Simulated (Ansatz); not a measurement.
**Run report: WH7ClO, nudged elastic band**

WH7ClO, computed with RKS PBE/def2-SVP (Ansatz 0.2.0).

One setting was made poor on purpose. It belongs to a series of runs on one base structure; here: band between the two ends.

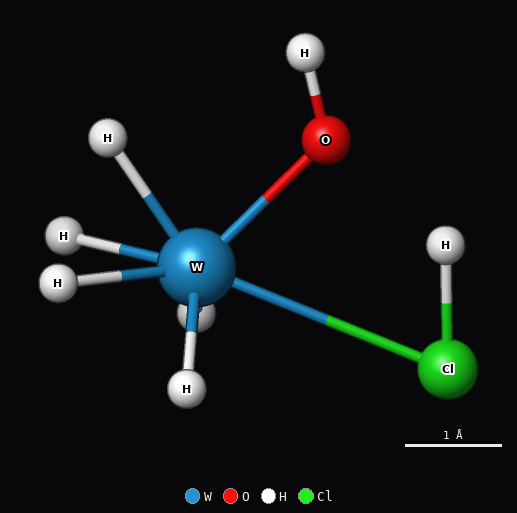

Fig. 1: The starting structure (ball-and-stick view, seen at a tilt). Sticks mark near contacts. Bond lengths as drawn: Cl–H 1.35 Å, Cl–W 2.84 Å, H–O 0.97 Å, H–W 1.68 to 1.71 Å and O–W 1.95 Å.

The input
```yaml
crystal:
  periodic: [false, false, false]
  atoms:
    - { symbol: W, position_ang: [0.233096, 0.120679, 0.164346] }
    - { symbol: O, position_ang: [-0.379937, 0.623195, 1.944789] }
    - { symbol: H, position_ang: [-1.321378, 0.656068, 2.189542] }
    - { symbol: H, position_ang: [0.961968, 1.401836, -0.705259] }
    - { symbol: H, position_ang: [-0.515856, 0.617116, -1.26144] }
    - { symbol: H, position_ang: [-1.43341, 0.007949, 0.010041] }
    - { symbol: H, position_ang: [1.074101, -1.369073, 0.120276] }
    - { symbol: H, position_ang: [-0.447816, -1.127061, -0.740567] }
    - { symbol: Cl, position_ang: [2.405305, 0.730519, 1.894399] }
    - { symbol: H, position_ang: [1.201427, 0.856572, 2.485373] }
basis:
  gaussian: { orbitals: def2-SVP }
hamiltonian:
  xc: pbe
neb:
  order_check: false
  images: 1
  f_tol: 0.05
  max_iterations: 60
  climbing: false
  final_atoms:
    - { symbol: W, position_ang: [0.60374366, 0.30953081, 0.03925718] }
    - { symbol: O, position_ang: [-0.64672505, 0.49573991, 2.02839245] }
    - { symbol: H, position_ang: [-1.23501428, 1.273133, 2.01210674] }
    - { symbol: H, position_ang: [1.53893258, 0.02428479, 1.44715198] }
    - { symbol: H, position_ang: [-0.73051203, 1.37565159, -0.10628284] }
    - { symbol: H, position_ang: [-0.85054675, -0.49903042, -0.23749221] }
    - { symbol: H, position_ang: [0.42562786, -1.25835643, 0.63523932] }
    - { symbol: H, position_ang: [0.61924367, -0.94085433, -1.07123177] }
    - { symbol: Cl, position_ang: [2.12374282, 1.14738807, -1.45524759] }
    - { symbol: H, position_ang: [-0.07099248, 0.59031301, 2.80960674] }
  initial_path:
    images:
      - { positions_ang: [[0.233096, 0.120679, 0.164346], [-0.379937, 0.623195, 1.944789], [-1.321378, 0.656068, 2.189542], [0.961968, 1.401836, -0.705259], [-0.515856, 0.617116, -1.26144], [-1.43341, 0.007949, 0.010041], [1.074101, -1.369073, 0.120276], [-0.447816, -1.127061, -0.740567], [2.405305, 0.730519, 1.894399], [1.201427, 0.856572, 2.485373]] }
      - { positions_ang: [[0.05447916, -0.14509878, 0.06741361], [-0.14559384, 0.4126878, 2.27941382], [-1.08051677, 0.20079354, 2.59727], [1.76789875, -0.10508762, 0.21230117], [0.0511218, 1.52261851, -0.35342814], [-1.65894043, -0.18510993, -0.07747395], [0.05783652, -1.81281606, 0.48825535], [0.20475233, -0.56404764, -1.5940014], [1.73781552, 1.88824559, 0.58504284], [0.78864695, 1.30561459, 1.8967067]] }
      - { positions_ang: [[0.60374366, 0.30953081, 0.03925718], [-0.64672505, 0.49573991, 2.02839245], [-1.23501428, 1.273133, 2.01210674], [1.53893258, 0.02428479, 1.44715198], [-0.73051203, 1.37565159, -0.10628284], [-0.85054675, -0.49903042, -0.23749221], [0.42562786, -1.25835643, 0.63523932], [0.61924367, -0.94085433, -1.07123177], [2.12374282, 1.14738807, -1.45524759], [-0.07099248, 0.59031301, 2.80960674]] }
```

Run as:
```bash
ansatz run input.yaml --threads 2 --pin off --max-ram 3072MiB --backend cpu --events-out ev --progress --plain --runs-dir out
```

What the program printed
```
Engine: ansatz 0.2.0, aarch64-unknown-linux-gnu
Functional definition: PBE
  parameter kappa = 0.804
  parameter beta = 0.06672455060314922
  exchange = pbe_x(kappa = kappa, mu = beta*pi^2/3)
  correlation = pbe_c(beta = beta)
1051 factors; their error is unknown
mean field evaluation 1: about -16491.1380 eV, gradient 5.2e1 eV
mean field evaluation 2: about -16448.6342 eV, gradient 1.5e2 eV
mean field evaluation 4: about -16495.9462 eV, gradient 1.5e1 eV
mean field evaluation 8: about -16496.5218 eV, gradient 1.6e-1 eV
mean field evaluation 16: about -16496.4740 eV, gradient 3.6e-4 eV
mean field -16496.47404336 eV, -606.2342393817 hartree, gradient 4.7e-5 eV, S^2 0.000000; 0 other end points of the search recorded, 0 dependent functions left out
the calculation of the forces begins
reference -16496.47410121 eV, -606.2342415078 hartree; 23, 23 occupied and 76, 76 virtual orbitals, 1051 factors
1051 factors; their error is unknown
mean field evaluation 32: about -16496.9767 eV, gradient 1.0e-1 eV
mean field -16496.97673424 eV, -606.2527129309 hartree, gradient 1.2e-5 eV, S^2 0.000000; 0 other end points of the search recorded, 0 dependent functions left out
[... from here on the field's lines of each further geometry are left out, up to the last ...]
NEB iter   1: max|band force component| = 5.857e0 eV/Å  barrier→ = 7.0967 eV  barrier← = 7.5994 eV  Δτ_max = 0.2000 Å  (317 SCF iters)
NEB iter   2: max|band force component| = 4.028e0 eV/Å  barrier→ = 4.7169 eV  barrier← = 5.2196 eV  Δτ_max = 0.1924 Å  (42 SCF iters)
NEB iter   3: max|band force component| = 1.757e0 eV/Å  barrier→ = 3.1253 eV  barrier← = 3.6280 eV  Δτ_max = 0.1946 Å  (38 SCF iters)
NEB iter   4: max|band force component| = 1.451e0 eV/Å  barrier→ = 1.5882 eV  barrier← = 2.0908 eV  Δτ_max = 0.1996 Å  (36 SCF iters)
NEB iter   5: max|band force component| = 1.071e0 eV/Å  barrier→ = 0.8124 eV  barrier← = 1.3151 eV  Δτ_max = 0.2000 Å  (35 SCF iters)
NEB iter   6: max|band force component| = 9.502e-1 eV/Å  barrier→ = 0.3078 eV  barrier← = 0.8104 eV  Δτ_max = 0.2000 Å  (35 SCF iters)
NEB iter   7: max|band force component| = 1.967e0 eV/Å  barrier→ = 0.3045 eV  barrier← = 0.8072 eV  Δτ_max = 0.0920 Å  (35 SCF iters)
NEB iter   8: max|band force component| = 9.877e-1 eV/Å  barrier→ = 0.0000 eV  barrier← = 0.5027 eV  Δτ_max = 0.1813 Å  (35 SCF iters)
NEB iter   9: max|band force component| = 2.045e0 eV/Å  barrier→ = 0.0000 eV  barrier← = 0.5027 eV  Δτ_max = 0.0979 Å  (37 SCF iters)
NEB iter  10: max|band force component| = 3.929e-1 eV/Å  barrier→ = 0.0000 eV  barrier← = 0.5027 eV  Δτ_max = 0.1491 Å  (36 SCF iters)
NEB iter  11: max|band force component| = 8.826e-1 eV/Å  barrier→ = 0.0000 eV  barrier← = 0.5027 eV  Δτ_max = 0.0762 Å  (36 SCF iters)
NEB iter  12: max|band force component| = 3.230e-1 eV/Å  barrier→ = 0.0000 eV  barrier← = 0.5027 eV  Δτ_max = 0.1482 Å  (30 SCF iters)
NEB iter  13: max|band force component| = 1.009e0 eV/Å  barrier→ = 0.0000 eV  barrier← = 0.5027 eV  Δτ_max = 0.0747 Å  (35 SCF iters)
NEB iter  14: max|band force component| = 1.883e-1 eV/Å  barrier→ = 0.0000 eV  barrier← = 0.5027 eV  Δτ_max = 0.0496 Å  (31 SCF iters)
NEB iter  15: max|band force component| = 8.639e-2 eV/Å  barrier→ = 0.0000 eV  barrier← = 0.5027 eV  Δτ_max = 0.0711 Å  (31 SCF iters)
NEB iter  16: max|band force component| = 1.093e-1 eV/Å  barrier→ = 0.0000 eV  barrier← = 0.5027 eV  Δτ_max = 0.0164 Å  (31 SCF iters)
the calculation of the forces begins
reference -16496.87655035 eV, -606.2490312408 hartree; 23, 23 occupied and 76, 76 virtual orbitals, 1051 factors
1051 factors; their error is unknown
mean field -16496.87648733 eV, -606.2490289249 hartree, gradient 1.5e-5 eV, S^2 0.000000; 1 other end points of the search recorded, 0 dependent functions left out
the calculation of the forces begins
reference -16496.87655035 eV, -606.2490312408 hartree; 23, 23 occupied and 76, 76 virtual orbitals, 1051 factors
NEB iter  17: max|band force component| = 4.921e-2 eV/Å  barrier→ = 0.0000 eV  barrier← = 0.5027 eV  Δτ_max = 0.0000 Å  (62 SCF iters)
```

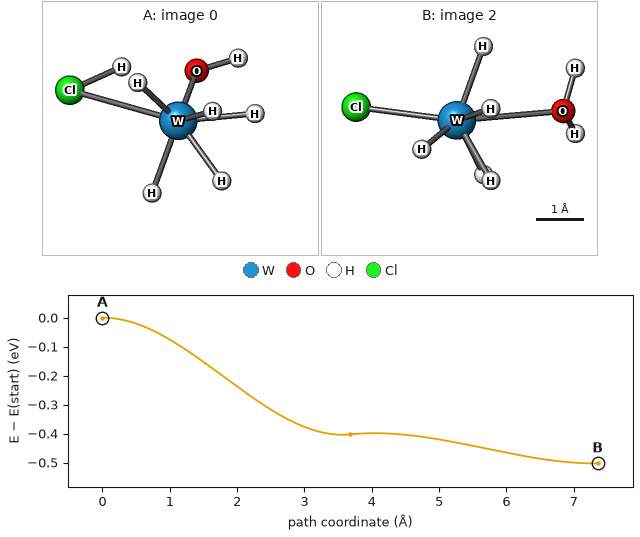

Fig. 2: Images of the last band (counted from 0; ball-and-stick, seen at a tilt) above the energy along the path; the line is a cubic interpolation that uses the forces. No image lies above both ends; the end is 0.503 eV below the start. The path is 7.36 Å long. The band converged in 17 iterations.

```
Total energy: -16496.47410121 eV, -606.2342415078 hartree
Atom 0 at     0.233096     0.120679     0.164346 Å, force    -0.000224     0.004154     0.002197 eV/Å
Atom 1 at    -0.379937     0.623195     1.944789 Å, force     0.011835     0.001134    -0.005472 eV/Å
Atom 2 at    -1.321378     0.656068     2.189542 Å, force    -0.014991    -0.000614    -0.005795 eV/Å
Atom 3 at     0.961968     1.401836    -0.705259 Å, force     0.000589     0.000725     0.000895 eV/Å
Atom 4 at    -0.515856     0.617116    -1.261440 Å, force    -0.004724    -0.000595     0.002310 eV/Å
Atom 5 at    -1.433410     0.007949     0.010041 Å, force    -0.000723    -0.001418    -0.000150 eV/Å
Atom 6 at     1.074101    -1.369073     0.120276 Å, force     0.000958    -0.000707     0.000985 eV/Å
Atom 7 at    -0.447816    -1.127061    -0.740567 Å, force    -0.001435    -0.001535    -0.000602 eV/Å
Atom 8 at     2.405305     0.730519     1.894399 Å, force    -0.000811     0.000293     0.000653 eV/Å
Atom 9 at     1.201427     0.856572     2.485373 Å, force     0.009528    -0.001437     0.004979 eV/Å
Dipole moment:    -0.141585     0.138876     0.484531 e Å
this run last wrote the band of iteration 17 to [file]
```

The last band as extended XYZ (Å, eV, eV/Å)
```
10
Properties=species:S:1:pos:R:3:forces:R:3 image=0 energy=-16496.47404
W     0.2331    0.1207    0.1643   -0.0002   0.0042   0.0022
O    -0.3799    0.6232    1.9448    0.0118   0.0011  -0.0055
H    -1.3214    0.6561    2.1895   -0.0150  -0.0006  -0.0058
H     0.9620    1.4018   -0.7053    0.0006   0.0007   0.0009
H    -0.5159    0.6171   -1.2614   -0.0047  -0.0006   0.0023
H    -1.4334    0.0079    0.0100   -0.0007  -0.0014  -0.0001
H     1.0741   -1.3691    0.1203    0.0010  -0.0007   0.0010
H    -0.4478   -1.1271   -0.7406   -0.0014  -0.0015  -0.0006
Cl    2.4053    0.7305    1.8944   -0.0008   0.0003   0.0007
H     1.2014    0.8566    2.4854    0.0095  -0.0014   0.0050
10
Properties=species:S:1:pos:R:3:forces:R:3 image=1 energy=-16496.87649
W     0.5452    0.3162    0.1358    0.0464  -0.0081   0.0384
O    -0.0539    0.3792    2.2254    0.0281  -0.0381  -0.0318
H    -0.9491    0.0546    2.4392   -0.0227   0.0170   0.0053
H     1.6121   -0.8807   -0.4085   -0.0064   0.0334   0.0036
H    -0.2777    1.1542   -1.0779   -0.0152  -0.0302  -0.0180
H    -1.1038   -0.0559    0.0597   -0.0097  -0.0018  -0.0141
H     0.0603   -1.2739    0.5087    0.0022   0.0091  -0.0067
H     0.0109   -0.6455   -1.1525   -0.0221   0.0085   0.0014
Cl    1.8776    2.1792    0.7967   -0.0038  -0.0148   0.0104
H     0.0558    1.2905    2.5748    0.0033   0.0251   0.0115
10
Properties=species:S:1:pos:R:3:forces:R:3 image=2 energy=-16496.97673
W     0.6037    0.3095    0.0393    0.0142   0.0137  -0.0072
O    -0.6467    0.4957    2.0284   -0.0018  -0.0097  -0.0069
H    -1.2350    1.2731    2.0121   -0.0044   0.0070   0.0000
H     1.5389    0.0243    1.4472    0.0036  -0.0049  -0.0024
H    -0.7305    1.3757   -0.1063   -0.0032  -0.0021  -0.0062
H    -0.8505   -0.4990   -0.2375   -0.0143  -0.0054  -0.0004
H     0.4256   -1.2584    0.6352   -0.0022  -0.0131   0.0082
H     0.6192   -0.9409   -1.0712   -0.0047   0.0061   0.0122
Cl    2.1237    1.1474   -1.4552    0.0073   0.0080  -0.0030
H    -0.0710    0.5903    2.8096    0.0055   0.0005   0.0056
```

Summary

```json
{"quantity": "outcome", "value": "converged"}
{"quantity": "barrier, forward", "value": "0.000 eV"}
{"quantity": "barrier, backward", "value": "0.503 eV"}
{"quantity": "hardware", "value": "2 threads of Arm Neoverse V1, 24 GiB of memory available, shared host"}
{"quantity": "wall time", "value": "46 s (CPU time 89 s)"}
{"quantity": "peak memory", "value": "0.19 GiB"}
```

Remarks

A deliberately poor setting: few images. The order of the saddle point was not checked.
